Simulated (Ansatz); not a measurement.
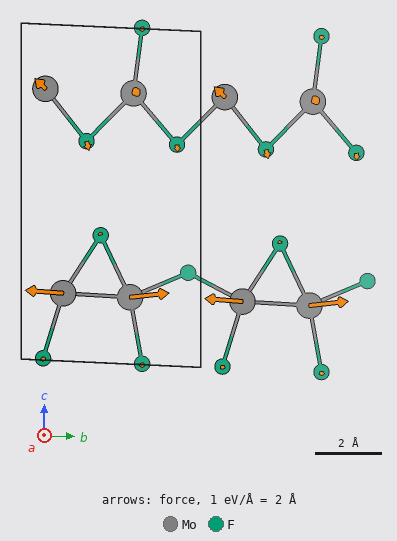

Starting geometry of solid Mo$_{2}$F$_{3}$ (a generated structure, set up in P1) (coarse preliminary run) with the computed forces as orange arrows. Style: ball-and-stick. Shown: the cell of the calculation, repeated 1 × 2 × 1 with one cell outlined, along the a axis.

The calculation used DFT PBE, scalar-relativistic, plane waves, PAW (Ansatz 0.2.0).

Input file:
```yaml
crystal:
  lattice:
    - [2.6708209717, 0.0, 0.0]
    - [-0.5694500106, 5.5018463131, 0.0]
    - [-0.0968083196, -0.4748156293, 10.2828281793]
  atoms:
    - { symbol: Mo, position: [0.4705614805, 0.6064767246, 0.1989411597] }
    - { symbol: Mo, position: [0.650227573, 0.2331456487, 0.2016906895] }
    - { symbol: Mo, position: [0.6452373141, 0.1347661007, 0.8078346568] }
    - { symbol: Mo, position: [0.4283287002, 0.625699725, 0.806424687] }
    - { symbol: F, position: [0.0773122668, 0.9301718649, 0.2798836857] }
    - { symbol: F, position: [0.5692943558, 0.4427053716, 0.3794754821] }
    - { symbol: F, position: [0.5311038887, 0.8681044398, 0.6599257812] }
    - { symbol: F, position: [0.5342781316, 0.3637922564, 0.6577735183] }
    - { symbol: F, position: [0.4215367487, 0.6736213281, 0.0026430939] }
    - { symbol: F, position: [0.6721195405, 0.1215165403, 0.0054072458] }
basis:
  ecutwfc: 420
kpoints:
  mp_grid: { grid: [6, 4, 2] }
hamiltonian:
  xc: pbe
scf:
  occupations: { method: gaussian, width: 0.1 }
  lower_state_search: "off"
output:
  forces: true
  stress: true
  eigenvalues: true
relax:
  adjacent_minimum: "off"
  f_tol: 0.04
  max_steps: 70
  cell: { stress_tol: 0.4 }
```

Launched with:
```bash
ansatz run input.yaml --threads 1 --pin off --max-ram 2560MiB --backend cpu --events-out ev --progress --plain --runs-dir out
```

Q: What follows when this structure is relaxed?

A: It isn't relaxed: the largest force vector, on Mo1, is 0.69 eV/Å. The final displacements have little in common with the starting forces (cosine between the two patterns 0.13). F5 moves most relative to the cell: 0.22 Å along [−1 0 −2]. Largest moves by element: F 0.22 Å, Mo 0.12 Å. The drawn cell changes as follows: a 2.671 → 2.570 Å (−3.8 %), b 5.531 → 5.765 Å (+4.2 %), c 10.294 → 10.470 Å (+1.7 %), α 92.6° → 93.7°, γ 95.9° → 96.9°; the volume changes by +1.7 %. Near-neighbour distances that change, for instance: Mo1–F5 2.402 → 2.265 Å, Mo3–Mo4 2.835 → 2.971 Å, Mo1–Mo1 2.671 → 2.570 Å, Mo1–Mo2 2.853 → 2.917 Å. Among the angles between lasting bonds that change: Mo1–F5–Mo2 138.2° → 148.5°, Mo1–F5–Mo2 94.5° → 102.8°, Mo1–F5–Mo2 139.5° → 147.6°. The space group stays P1 (No. 1). After 6 accepted moves (9 points after the start) the energy has fallen by 0.212 eV per cell of the calculation. Largest force component: 0.6 eV/Å at the start, 0.013 eV/Å at the end. The pressure goes from −0.03 to 0.00 GPa. The line search rejected the trial step at point 4 of the run. At 2 points the geometry stayed and the basis and grid were re-selected for the new cell (energy shift of 16.2 meV per cell of the calculation at most each time). Cost: 2.6 min on 1 thread of Intel(R) Xeon(R) Platinum 8488C (Sapphire Rapids) (shared host), peak memory 0.51 GiB.

Limits of the set-up: the k-point mesh is coarse for a cell with partly filled bands.
